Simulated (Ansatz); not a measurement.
Breaking the Ge2–H3 bond in GaGeH5 (SMILES [GaH2][GeH3]) (multiplicity 1 held, fragments rigid). Energies count from the point at 1.541 Å.
Geometry at that point (charge 0, multiplicity 1):
```xyz
7

Ga    -1.2304    -0.0777    -0.2920
Ge     1.1573     0.0702     0.2737
H      1.9820    -1.1429    -0.1997
H      1.7871     1.3290    -0.3615
H      1.3593     0.1998     1.7986
H     -2.2172     1.0451     0.2026
H     -1.8013    -1.2698    -1.1461
```

R- and RO- levels are restricted; in cc, def2 and unpolarised 6-31G sets they are followed outwards from rest. U- levels take the lowest unrestricted solution at each point, which mixes spins at long bonds. Active spaces are followed from a long bond inwards. Curves can end on different states.

Correlated levels freeze the cores. Filled d and f shells under p-block atoms count as core.

The values were computed with Ansatz (a program for electronic structure). Values without a source in brackets are computed.

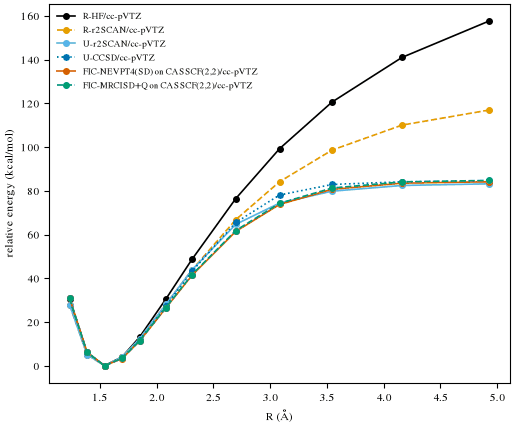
Fig. 1. Relative energy along the coordinate

Task: Read off the R-HF/cc-pVTZ curve at R = 2.697.

Result: about 76 kcal/mol

Doubts at one or more of the structures used: a restricted determinant that unrestricted orbitals would lower (R-HF/cc-pVTZ, R-r2SCAN/cc-pVTZ); a spin-contaminated determinant (U-r2SCAN/cc-pVTZ, U-CCSD/cc-pVTZ); T1 above 0.05 (U-CCSD/cc-pVTZ).
